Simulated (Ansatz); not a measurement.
**CdSe, response to strain**

Consider CdSe in the zinc blende structure (space group F-43m, No. 216; a = 6.1333 Å).

Strains are applied to the cell and any free atomic positions relax.

Method: Ansatz (a quantum-chemistry and plane-wave program), r2SCAN, PAW, cutoff 500 eV, no spin-orbit coupling, earlier PAW set.

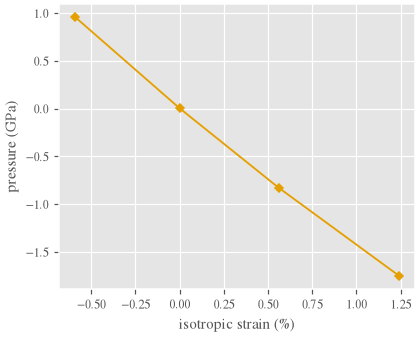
Pressure against isotropic strain

Problem. From the plot, what is the pressure for isotropic strain +1.24 %?

Solution. About -1.7 GPa.

Problem. Is the trend monotonic over the range shown?

Solution. Yes, it falls throughout, spanning -1.75 GPa to 0.96 GPa.

No phonon test of stability was made.
